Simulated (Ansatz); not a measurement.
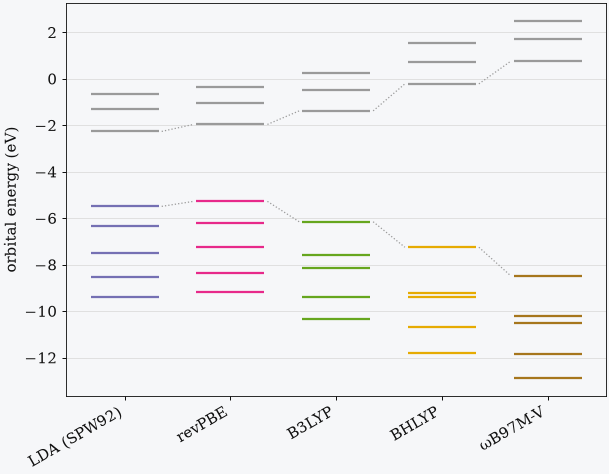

Frontier orbital energies of C₂H₅NTe, SMILES N(=C\C[TeH])/[H] at one geometry, def2-TZVPP, the Ansatz code 0.2.0, at a PBE0-D4/def2-TZVP geometry (a minimum by its frequencies). Empty levels are grey, levels within 0.1 eV stand side by side; all columns show the same few orbitals around the gap. Dotted lines join the HOMOs and the LUMOs.

Compare the HOMO-LUMO separations.

Answer. The separation grows from 3.23 eV (LDA (SPW92)) to 9.23 eV (ωB97M-V).

```
      level  HOMO (eV)  LUMO (eV)  separation (eV)
LDA (SPW92)      −5.49      −2.27             3.23
     revPBE      −5.28      −1.97             3.31
      B3LYP      −6.15      −1.38             4.77
      BHLYP      −7.25      −0.22             7.03
    ωB97M-V      −8.48       0.75             9.23
```

Limits of at least one run: core potentials past krypton; empty levels above zero depend strongly on the basis; one conformer of a flexible molecule; spin-orbit coupling is left out, and with Te it can shift these levels and split any degenerate set.
